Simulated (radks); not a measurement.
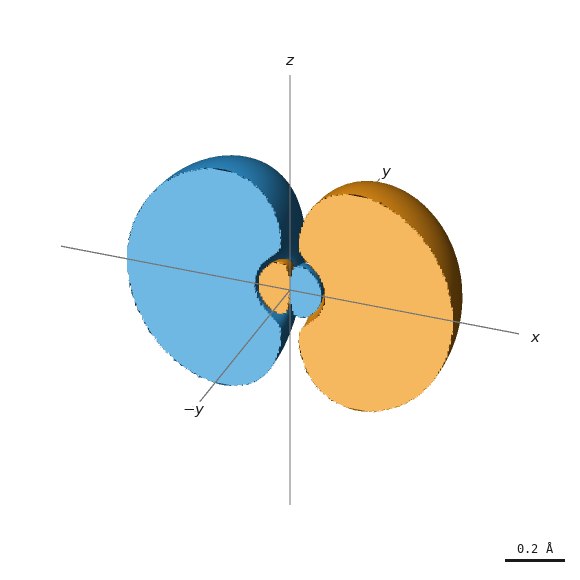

**Figure 1.** One occupied orbital of down spin is shown. The surface of constant |ψ| that holds about 90 % of the electron is drawn, orange where ψ is positive and blue where it is negative, with the half in front of the xz plane cut away and the cut face painted. The radial function comes from the spherical calculation and is multiplied by a real spherical harmonic; the overall sign is chosen so that the largest lobe of P(r) is positive; at the scalar-relativistic level it is the large component. It is 3p(x) of down spin. It has the nodal plane yz and 1 radial node, at r = 0.231 bohr. The outermost maximum of P² lies at 0.543 bohr, ⟨r⟩ = 0.648 bohr, 90 % of the charge lies within 0.996 bohr, and the eigenvalue is −115.1 eV, with 3 electrons in the shell for this spin.

**Run report: Ge, atomic calculation**

System: a free Ge atom in the configuration [Ar] 3d10 4s2 4p2 (high spin).
Method: scalar-relativistic Kohn-Sham, AM05, spin-polarised, spherical densities, finite nucleus (the in-house radial solver radks).

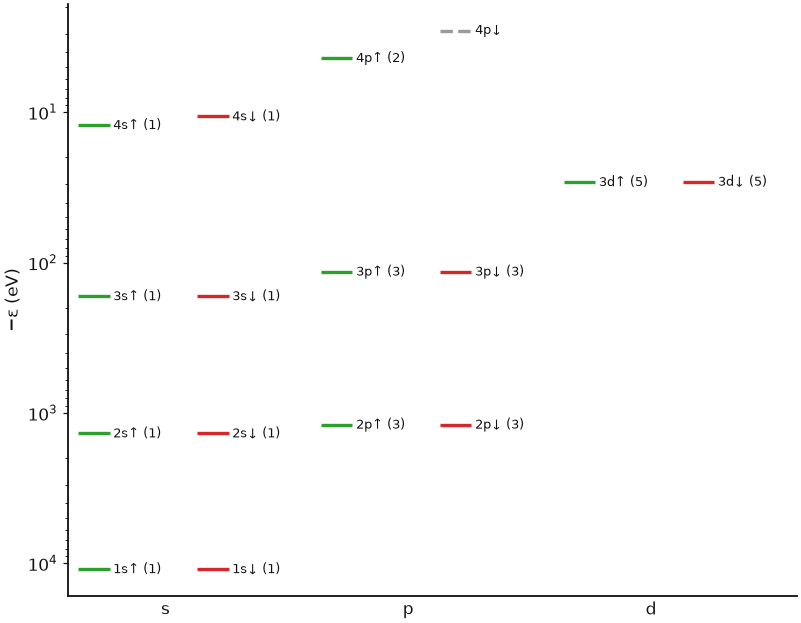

**Figure 2.** The occupied levels and a few empty ones, on a logarithmic scale of binding energy, are drawn by angular momentum (occupations in brackets, up spins at the left of each column and down spins at the right, empty levels dashed). The highest occupied level is 4p up at −4.37 eV. The highest 5 occupied levels, from the top down, are 4p up (−4.37 eV), 4s down (−10.7 eV), 4s up (−12.2 eV), 3d down (−29.1 eV), 3d up (−29.2 eV). The lowest empty level drawn is 4p down at −2.87 eV. The largest exchange splitting (down less up) among the shells drawn in both spins is that of 4s, 1.52 eV. The measured ionisation energy (NIST) is 7.90 eV; minus the highest level, 4.37 eV, lies 45 % below it, as is usual for a semilocal functional, whose potential decays too fast.

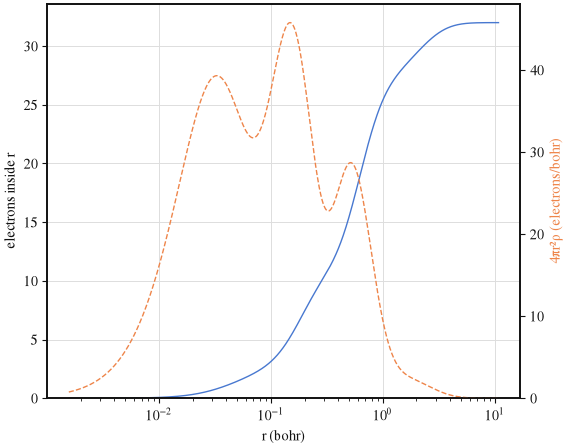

**Figure 3.** The number of electrons inside radius r (solid) and the radial density 4πr²ρ (dashed). The count levels off at 32 electrons. Half of them lie within 0.519 bohr, 90 % within 1.75 bohr and 99 % within 4.12 bohr. The radial density has minima at 0.0695 and 0.325 bohr, where the count stands at 2.1 and 10.9; these part the shells that the density resolves.

Input and output of the run follow.

**Input file**
```
Z 32
configuration [Ar] 3d10 4s2 4p2
relativity scalar-relativistic
functional am05,am05
spin polarised
nucleus finite rms 4.0742 fm
c 137.035999084
```

Energies in input and log are in hartree, lengths in bohr (the nuclear radius in fm).

Launched within a batch (the task file carries these settings):
```bash
python <driver script> task.json out
```

**Output**
```
1s      1   1.0000        -402.12094864
2s      1   1.0000         -50.32382228
2p      1   3.0000         -44.00426333
3s      1   1.0000          -6.16087971
3p      1   3.0000          -4.23093739
3d      1   5.0000          -1.07341256
4s      1   1.0000          -0.44824170
4p      1   2.0000          -0.16056139
1s      2   1.0000        -402.11877086
2s      2   1.0000         -50.32299512
2p      2   3.0000         -44.00252116
3s      2   1.0000          -6.15901104
3p      2   3.0000          -4.22861431
3d      2   5.0000          -1.06804157
4s      2   1.0000          -0.39249169
4p      2   0.0000          -0.10543571
Etot -2096.077497058329
Ekin 2133.390054475285
Encl -5054.905337301439
Eh 902.1594617913088
Exc -76.72167602348304
err 2.506362334798699e-09
it 15
```

**Slater integrals of the outer shells (hartree)**

```tsv
integral	value
F0(4p,4p)	0.3203
F2(4p,4p)	0.1628
F0(4p,4s)	0.3620
G1(4p,4s)	0.2263
F0(4p,3d)	0.4253
F2(4p,3d)	0.0744
G1(4p,3d)	0.0272
G3(4p,3d)	0.0230
F0(4p,3p)	0.4286
F2(4p,3p)	0.0632
G0(4p,3p)	0.0143
G2(4p,3p)	0.0162
F0(4s,4s)	0.4262
F0(4s,3d)	0.5473
```

**Results in brief**

```
                       quantity                      value
                        outcome                  converged
                   total energy         −2096.0775 hartree
                 kinetic energy          2133.3901 hartree
        electron–nucleus energy         −5054.9053 hartree
                 Hartree energy         902.159462 hartree
    exchange–correlation energy         −76.721676 hartree
radius at density 0.001 e/bohr³                  4.43 bohr
                 SCF iterations                         15
                       hardware  1 CPU thread, shared host
```
